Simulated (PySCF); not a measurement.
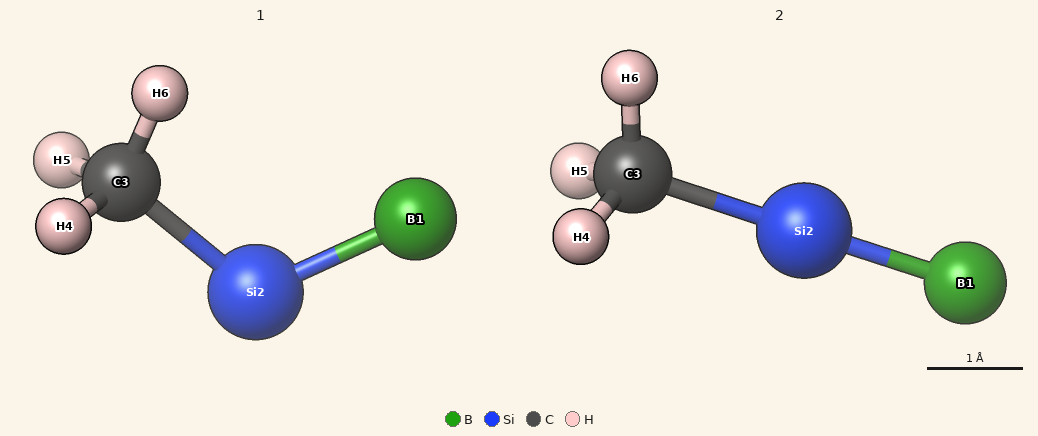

Two geometries of CH3BSi, drawn at one scale. One is the start of a relaxation, the other its converged end. A ball-and-stick model, seen from a free direction.

Theory: RKS PBE0-D4/def2-TZVP, density fitting in PySCF 2.14.0. 

### Which one is relaxed?

Structure 1 is the relaxed one. After 26 geometry steps the energy has fallen by 1.019 eV. The atom that moves furthest after the best rigid fit is B1 (0.80 Å). By element the largest moves are B 0.80 Å, Si 0.77 Å, H 0.55 Å, C 0.12 Å. Among the contacts that change: B1–Si2 1.804 → 1.873 Å, Si2–C3 1.920 → 1.895 Å, C3–H4 1.096 → 1.092 Å. Bond angles that change, for instance: B1–Si2–C3 179.7° → 112.2°, H4–C3–H5 107.0° → 109.5°. The run took 5.1 min on 2 threads of INTEL XEON PLATINUM 8581C @ 2.30GHz, on a shared host.
